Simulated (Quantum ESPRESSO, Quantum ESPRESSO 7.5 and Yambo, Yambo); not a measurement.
# CuI (Marshite): G0W0 with Yambo, start to end

Wanted: ground state, empty states, screening and self-energy for CuI (Marshite).

Program: Quantum ESPRESSO 7.5 and Yambo 5.3.0. Level of theory: PBE and many-body steps on it, plane waves. Results are calculated unless marked as measured.

The database entry behind the starting cell differs from later determinations by our own check (about 0.15 % long (mineral sample)), so it need not match the best structure at ambient conditions.

In doubt: a PseudoDojo file used here is known to give poor structures and forces, which bears on pressures, cells, forces and phonons.

### Step 1. The structure

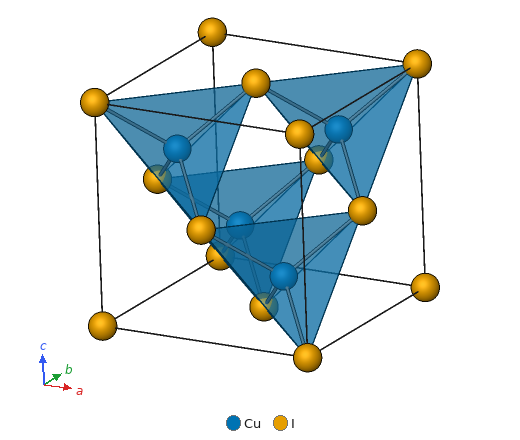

Start, viewed slightly off an axis; copper blue, iodine orange. This picture shows the conventional cell, with its axes. Bonds to atoms that aren't drawn are left out. Some periodic images of atoms are drawn too.

The cell and positions come from the Crystallography Open Database and are kept as given unless a step says otherwise.

### Step 2. Ground state

This step: Quantum ESPRESSO 7.5; DFT, PBE with spin-orbit coupling, plane waves, norm-conserving pseudopotentials.

The ground-state density comes first.

Contents of pw.in:

```
&control
  calculation = 'scf'
  prefix = 'x'
  outdir = 'o'
  pseudo_dir = 'pseudo'
/
&system
  ibrav = 0
  nat = 2
  ntyp = 2
  ecutwfc = 84.0
  nbnd = 46
  force_symmorphic = .true.
  noncolin = .true.
  lspinorb = .true.
/
&electrons
  conv_thr = 1e-10
  electron_maxstep = 80
  mixing_beta = 0.5
/
ATOMIC_SPECIES
  Cu 63.546 Cu.upf
  I 126.9 I.upf
CELL_PARAMETERS angstrom
  0.0000000000 3.0315000000 3.0315000000
  3.0315000000 -0.0000000000 3.0315000000
  3.0315000000 3.0315000000 0.0000000000
ATOMIC_POSITIONS crystal
  Cu 0.2500000000 0.2500000000 0.2500000000
  I 0.0000000000 0.0000000000 0.0000000000
K_POINTS automatic
  6 6 6 0 0 0
```

Run with:

```sh
> OMP_NUM_THREADS=1 mpirun -n 4 pw.x -nk 4 -in pw.in > pw.out
```

Output:

```text
Program PWSCF v.7.5 starts

     This program is part of the open-source Quantum ESPRESSO suite
     for quantum simulation of materials; please cite
         "P. Giannozzi et al., J. Phys.:Condens. Matter 21 395502 (2009);
         "P. Giannozzi et al., J. Phys.:Condens. Matter 29 465901 (2017);
         "P. Giannozzi et al., J. Chem. Phys. 152 154105 (2020);
     in publications or presentations arising from this work. More details at
     Message from routine setup:
     using ibrav=0 with symmetry is DISCOURAGED, use correct ibrav instead

     G-vector sticks info

     bravais-lattice index     =            0
     lattice parameter (alat)  =       8.1016  a.u.
     unit-cell volume          =     376.0099 (a.u.)^3
     number of atoms/cell      =            2
     number of atomic types    =            2
     number of electrons       =        36.00
     number of Kohn-Sham states=           46
     kinetic-energy cutoff     =      84.0000  Ry
     charge density cutoff     =     336.0000  Ry
     scf convergence threshold =      1.0E-10
     mixing beta               =       0.5000
     number of iterations used =            8  plain     mixing
     Exchange-correlation= PBE
                           (   1   4   3   4   0   0   0)
     Non magnetic calculation with spin-orbit

     celldm(1)=   8.101612  celldm(2)=   0.000000  celldm(3)=   0.000000
     celldm(4)=   0.000000  celldm(5)=   0.000000  celldm(6)=   0.000000

     crystal axes: (cart. coord. in units of alat)
               a(1) = (   0.000000   0.707107   0.707107 )
               a(2) = (   0.707107  -0.000000   0.707107 )
               a(3) = (   0.707107   0.707107   0.000000 )

     reciprocal axes: (cart. coord. in units 2 pi/alat)
               b(1) = ( -0.707107  0.707107  0.707107 )
               b(2) = (  0.707107 -0.707107  0.707107 )
               b(3) = (  0.707107  0.707107 -0.707107 )
     Pseudo is Norm-conserving + core correction, Zval = 19.0
     Generated using ONCVPSP code by D. R. Hamann
     Using radial grid of 1492 points, 10 beta functions with:
     Pseudo is Norm-conserving + core correction, Zval = 17.0
     Generated using ONCVPSP code by D. R. Hamann
     Using radial grid of 1210 points, 10 beta functions with:
     Cu               19.00    63.54600     Cu( 1.00)
     I                17.00   126.90000     I ( 1.00)

     24 Sym. Ops. (no inversion) found

   Cartesian axes

     site n.     atom                  positions (alat units)
         1        Cu     tau(   1) = (   0.3535534   0.3535534   0.3535534  )
         2        I      tau(   2) = (   0.0000000   0.0000000   0.0000000  )

     number of k points=    16
                       cart. coord. in units 2pi/alat
        k(    1) = (   0.0000000   0.0000000   0.0000000), wk =   0.0046296
        k(    2) = (   0.1178511   0.1178511  -0.1178511), wk =   0.0370370
        k(    3) = (   0.2357023   0.2357023  -0.2357023), wk =   0.0370370
        k(    4) = (  -0.3535534  -0.3535534   0.3535534), wk =   0.0185185
        k(    5) = (   0.2357023   0.0000000  -0.0000000), wk =   0.0277778
        k(    6) = (   0.3535534   0.1178511  -0.1178511), wk =   0.1111111
        k(    7) = (  -0.2357023  -0.4714045   0.4714045), wk =   0.1111111
        k(    8) = (  -0.1178511  -0.3535534   0.3535534), wk =   0.1111111
        k(    9) = (   0.0000000  -0.2357023   0.2357023), wk =   0.0555556
        k(   10) = (   0.4714045   0.0000000  -0.0000000), wk =   0.0277778
     [... 4 further rows ...]
        k(   15) = (  -0.1178511  -0.3535534   0.5892557), wk =   0.1111111
        k(   16) = (  -0.7071068   0.2357023   0.0000000), wk =   0.0555556

     Dense  grid:    39189 G-vectors     FFT dimensions: (  48,  48,  48)

     Initial potential from superposition of free atoms

     starting charge      35.9996, renormalised to      36.0000
     Starting wfcs are   38 randomized atomic wfcs +    8 random wfcs

     per-process dynamical memory:    82.2 Mb

     Self-consistent Calculation

     iteration #  1     ecut=    84.00 Ry     beta= 0.50

     Threshold (ethr) on eigenvalues was too large:
     Diagonalizing with lowered threshold

     total energy              =    -627.53316503 Ry
     estimated scf accuracy    <       0.07157927 Ry

     iteration #  2     ecut=    84.00 Ry     beta= 0.50

     total energy              =    -627.55577258 Ry
     estimated scf accuracy    <       0.06316756 Ry

     iteration #  3     ecut=    84.00 Ry     beta= 0.50

     total energy              =    -627.56434474 Ry
     estimated scf accuracy    <       0.00140187 Ry

     iteration #  4     ecut=    84.00 Ry     beta= 0.50

     total energy              =    -627.56465128 Ry
     estimated scf accuracy    <       0.00103809 Ry

     iteration #  5     ecut=    84.00 Ry     beta= 0.50

     total energy              =    -627.56477995 Ry
     estimated scf accuracy    <       0.00002078 Ry

     iteration #  6     ecut=    84.00 Ry     beta= 0.50

     total energy              =    -627.56479334 Ry
     estimated scf accuracy    <       0.00005493 Ry

     iteration #  7     ecut=    84.00 Ry     beta= 0.50

     total energy              =    -627.56479013 Ry
     estimated scf accuracy    <       0.00001260 Ry

     iteration #  8     ecut=    84.00 Ry     beta= 0.50

     total energy              =    -627.56479333 Ry
     estimated scf accuracy    <       0.00000048 Ry

     iteration #  9     ecut=    84.00 Ry     beta= 0.50

     total energy              =    -627.56479336 Ry
     estimated scf accuracy    <       0.00000011 Ry

     iteration # 10     ecut=    84.00 Ry     beta= 0.50

     total energy              =    -627.56479333 Ry
     estimated scf accuracy    <       0.00000006 Ry

     iteration # 11     ecut=    84.00 Ry     beta= 0.50

     total energy              =    -627.56479335 Ry
     estimated scf accuracy    <          3.3E-10 Ry

     iteration # 12     ecut=    84.00 Ry     beta= 0.50

     End of self-consistent calculation

          k = 0.0000 0.0000 0.0000 (  4909 PWs)   bands (ev):

  -102.9253-102.9253 -62.1029 -62.1029 -59.5189 -59.5189 -59.5189 -59.5189
   -38.2112 -38.2112 -38.2112 -38.2112 -36.5005 -36.5005 -36.4978 -36.4978
   -36.4978 -36.4978  -5.4942  -5.4942   4.4466   4.4466   5.0378   5.0378
     5.0378   5.0378   6.7026   6.7026   6.7026   6.7026   8.2821   8.2821
     8.7029   8.7029   8.7029   8.7029   9.6454   9.6454  13.3545  13.3545
    13.4315  13.4315  13.4315  13.4315  16.8200  16.8200

          k = 0.1179 0.1179-0.1179 (  4870 PWs)   bands (ev):

  -102.9253-102.9253 -62.1028 -62.1028 -59.5188 -59.5188 -59.5188 -59.5188
   -38.2112 -38.2111 -38.2111 -38.2111 -36.5004 -36.5004 -36.4978 -36.4978
   -36.4978 -36.4977  -5.3689  -5.3689   4.1589   4.1589   4.8294   4.8294
     5.0375   5.0606   6.6705   6.6771   6.6771   6.7364   7.6914   7.6914
     8.2501   8.2501   8.4598   8.5122  10.5827  10.5827  13.4072  13.4072
    13.7274  13.7274  13.7839  13.7971  17.3693  17.3733

          k = 0.2357 0.2357-0.2357 (  4879 PWs)   bands (ev):

  -102.9253-102.9253 -62.1028 -62.1028 -59.5188 -59.5188 -59.5188 -59.5188
   -38.2111 -38.2111 -38.2110 -38.2110 -36.5003 -36.5003 -36.4979 -36.4979
   -36.4976 -36.4976  -5.0936  -5.0936   3.2959   3.2959   4.7310   4.7310
     5.0517   5.0764   6.6368   6.6368   6.6969   6.7781   7.0451   7.0451
     7.9349   7.9349   8.0660   8.1304  10.7586  10.7586  13.9916  13.9916
    14.0331  14.0444  14.9431  14.9431  17.2865  17.2865

          k =-0.3536-0.3536 0.3536 (  4910 PWs)   bands (ev):

     [... further k-points ...]

     highest occupied, lowest unoccupied level (ev):     8.7029    9.6454

!    total energy              =    -627.56479335 Ry
     estimated scf accuracy    <          7.2E-11 Ry

     The total energy is the sum of the following terms:
     one-electron contribution =    -446.42582434 Ry
     hartree contribution      =     232.13074601 Ry
     xc contribution           =    -107.94668482 Ry
     ewald contribution        =    -305.32303020 Ry

     convergence has been achieved in  12 iterations

     XML data file, charge density, pseudopotentials, collected wavefunctions

=------------------------------------------------------------------------------=
   JOB DONE.
=------------------------------------------------------------------------------=
```

Wall time 46 s (4 MPI ranks of Arm Neoverse V1, shared host); peak memory 0.62 GiB; 3 min of CPU time.

Numbers from this step:

```
total energy               : -8538.4540 eV
gap                        : 0.9425 eV
k of the valence top       : 0, 0, 0
k of the conduction bottom : 0, 0, 0
least direct gap           : 0.9425 eV
```

The gap is direct, at Γ.

### Step 3. Bands along the symmetry lines

Levels along a band path, at the cheap level, show where the edges lie and whether the meshes to come will hold them.

Contents of pw.in:

```
&control
  calculation = 'bands'
  prefix = 'x'
  outdir = 'o'
  pseudo_dir = 'pseudo'
/
&system
  ibrav = 0
  nat = 2
  ntyp = 2
  ecutwfc = 84.0
  nbnd = 48
  force_symmorphic = .true.
  noncolin = .true.
  lspinorb = .true.
/
&electrons
  conv_thr = 1e-9
  electron_maxstep = 80
  diago_full_acc = .true.
  diago_thr_init = 5e-6
/
ATOMIC_SPECIES
  Cu 63.546 Cu.upf
  I 126.9 I.upf
CELL_PARAMETERS angstrom
  0.0000000000 3.0315000000 3.0315000000
  3.0315000000 -0.0000000000 3.0315000000
  3.0315000000 3.0315000000 0.0000000000
ATOMIC_POSITIONS crystal
  Cu 0.2500000000 0.2500000000 0.2500000000
  I 0.0000000000 0.0000000000 0.0000000000
K_POINTS crystal
  50
  0.00000000 0.00000000 0.00000000 1
  -0.06250000 -0.06250000 0.00000000 1
  -0.12500000 -0.12500000 0.00000000 1
  -0.18750000 -0.18750000 0.00000000 1
  -0.25000000 -0.25000000 0.00000000 1
  -0.31250000 -0.31250000 0.00000000 1
  -0.37500000 -0.37500000 0.00000000 1
  -0.43750000 -0.43750000 0.00000000 1
  -0.50000000 -0.50000000 0.00000000 1
  -0.48437500 -0.48437500 0.03125000 1
  -0.46875000 -0.46875000 0.06250000 1
  -0.45312500 -0.45312500 0.09375000 1
  -0.43750000 -0.43750000 0.12500000 1
  -0.42187500 -0.42187500 0.15625000 1
  -0.40625000 -0.40625000 0.18750000 1
  -0.39062500 -0.39062500 0.21875000 1
  -0.37500000 -0.37500000 0.25000000 1
  -0.37500000 0.00000000 0.37500000 1
  -0.32812500 0.00000000 0.32812500 1
  -0.28125000 0.00000000 0.28125000 1
  -0.23437500 0.00000000 0.23437500 1
  -0.18750000 0.00000000 0.18750000 1
  -0.14062500 0.00000000 0.14062500 1
  -0.09375000 0.00000000 0.09375000 1
  -0.04687500 0.00000000 0.04687500 1
  0.00000000 0.00000000 0.00000000 1
  0.00000000 0.00000000 0.06250000 1
  0.00000000 0.00000000 0.12500000 1
  0.00000000 0.00000000 0.18750000 1
  0.00000000 0.00000000 0.25000000 1
  0.00000000 0.00000000 0.31250000 1
  0.00000000 0.00000000 0.37500000 1
  0.00000000 0.00000000 0.43750000 1
  -0.00000000 0.00000000 0.50000000 1
  -0.06250000 -0.03125000 0.46875000 1
  -0.12500000 -0.06250000 0.43750000 1
  -0.18750000 -0.09375000 0.40625000 1
  -0.25000000 -0.12500000 0.37500000 1
  -0.31250000 -0.15625000 0.34375000 1
  -0.37500000 -0.18750000 0.31250000 1
  -0.43750000 -0.21875000 0.28125000 1
  -0.50000000 -0.25000000 0.25000000 1
  -0.50000000 -0.28125000 0.21875000 1
  -0.50000000 -0.31250000 0.18750000 1
  -0.50000000 -0.34375000 0.15625000 1
  -0.50000000 -0.37500000 0.12500000 1
  -0.50000000 -0.40625000 0.09375000 1
  -0.50000000 -0.43750000 0.06250000 1
  -0.50000000 -0.46875000 0.03125000 1
  -0.50000000 -0.50000000 0.00000000 1
```

Output:

```text
[banner, memory and clock lines left out]
Program PWSCF v.7.5 starts

     Atomic positions and unit cell read from directory:
     o/x.save/

     Message from routine setup:
     using ibrav=0 with symmetry is DISCOURAGED, use correct ibrav instead

     G-vector sticks info

     bravais-lattice index     =            0
     lattice parameter (alat)  =       8.1016  a.u.
     unit-cell volume          =     376.0099 (a.u.)^3
     number of atoms/cell      =            2
     number of atomic types    =            2
     number of electrons       =        36.00
     number of Kohn-Sham states=           48
     kinetic-energy cutoff     =      84.0000  Ry
     charge density cutoff     =     336.0000  Ry
     Exchange-correlation= PBE
                           (   1   4   3   4   0   0   0)
     Non magnetic calculation with spin-orbit

     celldm(1)=   8.101612  celldm(2)=   0.000000  celldm(3)=   0.000000
     celldm(4)=   0.000000  celldm(5)=   0.000000  celldm(6)=   0.000000

     crystal axes: (cart. coord. in units of alat)
               a(1) = (   0.000000   0.707107   0.707107 )
               a(2) = (   0.707107  -0.000000   0.707107 )
               a(3) = (   0.707107   0.707107   0.000000 )

     reciprocal axes: (cart. coord. in units 2 pi/alat)
               b(1) = ( -0.707107  0.707107  0.707107 )
               b(2) = (  0.707107 -0.707107  0.707107 )
               b(3) = (  0.707107  0.707107 -0.707107 )
     Pseudo is Norm-conserving + core correction, Zval = 19.0
     Generated using ONCVPSP code by D. R. Hamann
     Using radial grid of 1492 points, 10 beta functions with:
     Pseudo is Norm-conserving + core correction, Zval = 17.0
     Generated using ONCVPSP code by D. R. Hamann
     Using radial grid of 1210 points, 10 beta functions with:
     Cu               19.00    63.54600     Cu( 1.00)
     I                17.00   126.90000     I ( 1.00)

     24 Sym. Ops. (no inversion) found

   Cartesian axes

     site n.     atom                  positions (alat units)
         1        Cu     tau(   1) = (   0.3535534   0.3535534   0.3535534  )
         2        I      tau(   2) = (   0.0000000   0.0000000   0.0000000  )

     number of k points=    50
                       cart. coord. in units 2pi/alat
        k(    1) = (   0.0000000   0.0000000   0.0000000), wk =   0.0200000
        k(    2) = (   0.0000000   0.0000000  -0.0883883), wk =   0.0200000
        k(    3) = (   0.0000000   0.0000000  -0.1767767), wk =   0.0200000
[...]
[... 38 further rows ...]
        k(   49) = (   0.0441942  -0.0000000  -0.7071068), wk =   0.0200000
        k(   50) = (   0.0000000   0.0000000  -0.7071068), wk =   0.0200000

     Dense  grid:    39189 G-vectors     FFT dimensions: (  48,  48,  48)

     The potential is recalculated from file :
     o/x.save/charge-density

     Starting wfcs are   38 randomized atomic wfcs +   10 random wfcs

     Band Structure Calculation

     End of band structure calculation

          k = 0.0000 0.0000 0.0000 (  4909 PWs)   bands (ev):

  -102.9251-102.9251 -62.1027 -62.1027 -59.5187 -59.5187 -59.5187 -59.5187
   -38.2112 -38.2112 -38.2112 -38.2112 -36.5005 -36.5005 -36.4978 -36.4978
   -36.4978 -36.4978  -5.4942  -5.4942   4.4466   4.4466   5.0378   5.0378
     5.0378   5.0378   6.7027   6.7027   6.7027   6.7027   8.2822   8.2822
[...]
k = 0.0000 0.0000-0.0884 (  4925 PWs)   bands (ev):

  -102.9251-102.9251 -62.1027 -62.1027 -59.5187 -59.5187 -59.5187 -59.5187
[...]
k = 0.0000 0.0000-0.1768 (  4897 PWs)   bands (ev):

  -102.9251-102.9251 -62.1027 -62.1027 -59.5187 -59.5187 -59.5186 -59.5186
[...]
k =-0.0000 0.0000-0.2652 (  4905 PWs)   bands (ev):

[...]
k = 0.0000 0.0000-0.3536 (  4865 PWs)   bands (ev):

[...]
k = 0.0000-0.0000-0.4419 (  4897 PWs)   bands (ev):

[...]
k =-0.0000 0.0000-0.5303 (  4884 PWs)   bands (ev):

[...]
k = 0.0000-0.0000-0.6187 (  4888 PWs)   bands (ev):

[...]
k = 0.5303-0.0000-0.5303 (  4914 PWs)   bands (ev):

[...]
k = 0.0000 0.0000 0.0000 (  4909 PWs)   bands (ev):

[...]
k = 0.1326 0.0000-0.7071 (  4890 PWs)   bands (ev):

[...]
k = 0.0884-0.0000-0.7071 (  4884 PWs)   bands (ev):

[...]
k = 0.0442-0.0000-0.7071 (  4882 PWs)   bands (ev):

  -102.9251-102.9251 -62.1026 -62.1026 -59.5186 -59.5186 -59.5186 -59.5186
[...]
k = 0.0000 0.0000-0.7071 (  4880 PWs)   bands (ev):

  -102.9251-102.9251 -62.1026 -62.1026 -59.5186 -59.5186 -59.5186 -59.5186
[...]
7.0226   7.0226   7.1578   7.1578  11.2402  11.2403  11.4240  11.4240
    17.5409  17.5409  18.3751  18.3751  18.4653  18.4653  20.0630  20.0631

     XML data file, pseudopotentials, collected wavefunctions
```

Wall time 35 s (4 MPI ranks); peak memory 0.42 GiB; 2.4 min of CPU time.

Numbers from this step:

```
gap                        : 0.9424 eV
k of the valence top       : 0, 0, 0
k of the conduction bottom : 0, 0, 0
least direct gap           : 0.9424 eV
```

The gap is 0.942 eV, as in the run before at this level.

The electronic bands at the labelled points (eV, zero at the top of the highest filled band):

| point | band 33 | band 34 | band 35 | band 36 | band 37 | band 38 | band 39 | band 40 |
| --- | --- | --- | --- | --- | --- | --- | --- | --- |
| Γ | 0.00 | 0.00 | 0.00 | 0.00 | 0.94 | 0.94 | 4.65 | 4.65 |
| X | -1.68 | -1.68 | -1.55 | -1.55 | 2.54 | 2.54 | 2.72 | 2.72 |
| U | -1.75 | -1.56 | -1.41 | -1.33 | 2.90 | 2.92 | 4.32 | 4.54 |
| jump to K | -1.75 | -1.56 | -1.41 | -1.33 | 2.90 | 2.92 | 4.32 | 4.54 |
| Γ | 0.00 | 0.00 | 0.00 | 0.00 | 0.94 | 0.94 | 4.65 | 4.65 |
| L | -0.91 | -0.91 | -0.79 | -0.79 | 1.96 | 1.96 | 5.23 | 5.23 |
| W | -1.72 | -1.71 | -1.42 | -1.33 | 4.05 | 4.47 | 4.47 | 4.54 |
| X | -1.68 | -1.68 | -1.55 | -1.55 | 2.54 | 2.54 | 2.72 | 2.72 |

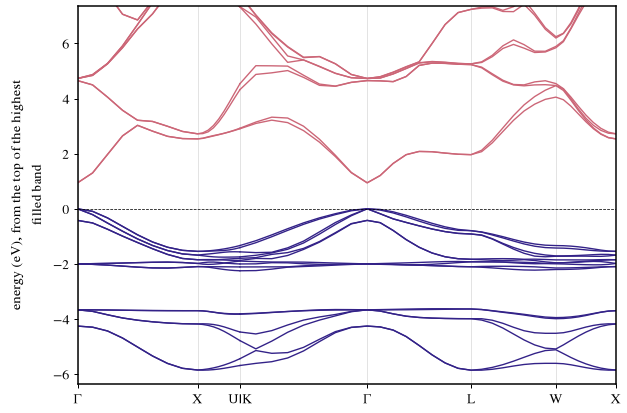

Electronic bands along the path; lines of filled and empty bands in two colours.

[end of part 1 of 3]

[Paths, hosts, dates, memory and timing lines, banners, echoed tables and standing remarks are left out of the program output.]

[Logs are printed without paths, hosts, clocks, repeated set-up lines and the standing remarks that a program may print on its own settings, such as how far it seeks lower states.]

[Runs of the session that timed out or met a known fault of the program may be left out.]

[Hosts, paths, dates, database ids (printed as entryN), source tags and the programs' standing remarks are cut or masked in the printed files.]
